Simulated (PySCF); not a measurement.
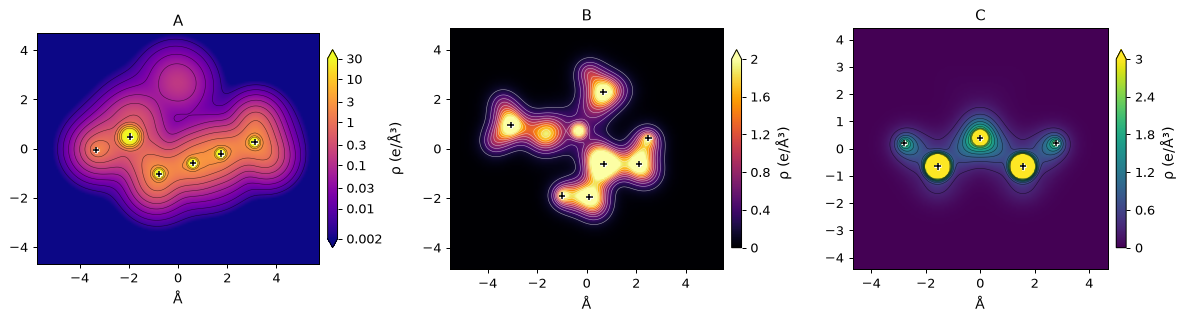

The electron density of 3 systems, each on a plane through atoms (crosses mark nuclei in the plane).

All numbers below come from PBE0/pcSseg-1, SCF density, gas phase, non-relativistic (PySCF 2.14.0).

System 1: C₆H₁₈N₂Si, the plane of atoms N11, C13 and H17. Geometry: PBE0-D3(BJ)/def2-SVP.

```xyz
27

Si   -0.4702   -0.1290   -0.3676
N    -0.5518    0.1859    1.3457
C    -1.5956    0.9230    2.0018
C     0.2904   -0.5590    2.2445
H    -2.2977    0.2689    2.5601
H    -2.1878    1.5000    1.2783
H    -1.1805    1.6428    2.7349
H     1.0947   -1.0582    1.6828
H     0.7718    0.1044    2.9896
H    -0.2657   -1.3341    2.8117
N     1.2153   -0.0148   -0.8012
C     1.8762   -0.8452   -1.7692
C     1.9587    1.1633   -0.4382
H     2.0431   -0.3296   -2.7383
H     1.2930   -1.7534   -1.9753
H     2.8712   -1.1700   -1.4061
H     1.4239    1.7202    0.3462
H     2.9565    0.9018   -0.0350
H     2.1251    1.8493   -1.2948
C    -1.5421    1.1441   -1.2421
H    -1.4187    1.0213   -2.3301
H    -1.2439    2.1734   -0.9878
H    -2.6141    1.0323   -1.0167
C    -1.0685   -1.8500   -0.8292
H    -2.1058   -1.9688   -0.4769
H    -0.4630   -2.6355   -0.3506
H    -1.0673   -2.0288   -1.9159
```

System 2: CH₁₀Si₃ (HC(SiH3)3), the plane of atoms Si2, C1 and Si4. Geometry: PBE0-D3(BJ)/def2-SVP.

```yaml
atoms:
  - { symbol: C, position_ang: [0.2705, -0.1992, 0.3598] }
  - { symbol: Si, position_ang: [0.5484, 1.6660, 0.4180] }
  - { symbol: Si, position_ang: [-1.5220, -0.6578, 0.7292] }
  - { symbol: Si, position_ang: [0.8731, -0.9494, -1.2626] }
  - { symbol: H, position_ang: [0.8860, -0.6404, 1.1669] }
  - { symbol: H, position_ang: [0.1237, 2.2203, 1.7405] }
  - { symbol: H, position_ang: [1.9934, 1.9872, 0.2049] }
  - { symbol: H, position_ang: [-0.2510, 2.3315, -0.6559] }
  - { symbol: H, position_ang: [-2.4188, -0.0923, -0.3251] }
  - { symbol: H, position_ang: [-1.6914, -2.1436, 0.7474] }
  - { symbol: H, position_ang: [-1.9417, -0.1093, 2.0557] }
  - { symbol: H, position_ang: [2.3190, -0.6363, -1.4811] }
  - { symbol: H, position_ang: [0.7030, -2.4352, -1.2512] }
  - { symbol: H, position_ang: [0.0884, -0.3853, -2.4034] }
```

System 3: C₄H₇BCl₂Si, the plane of atoms C3, C4 and Si5. Geometry: GFN2-xTB.

```xyz
15

C    -2.5542    1.0662    1.1802
C    -1.5802    0.5789    0.2261
C    -0.7798    0.1783   -0.5718
C     0.2165   -0.3123   -1.4963
Si    1.6152   -1.2532   -0.5675
B     2.2901   -0.1145    0.9200
Cl    1.3539    0.1367    2.3410
Cl    3.8052    0.7039    0.8442
H    -2.0690    1.2622    2.1366
H    -3.3375    0.3226    1.3274
H    -3.0085    1.9894    0.8198
H    -0.2583   -0.9760   -2.2208
H     0.6354    0.5303   -2.0521
H     2.6312   -1.5834   -1.5779
H     1.0356   -2.5210   -0.1005
```

### Which map belongs to which system?

Panel A is system 3, C₄H₇BCl₂Si: the plane holds C, Si and H. C–C (1.20 Å): ρ at the midpoint is about 2.7 e/Å³. Panel B is system 1, C₆H₁₈N₂Si: the plane holds C, N and H. C–N (1.44 Å): the density is about 1.9 e/Å³ at the midpoint. Panel C is system 2, CH₁₀Si₃: the plane holds C, Si and H. C–Si (1.89 Å): the density is about 0.89 e/Å³ at the midpoint.
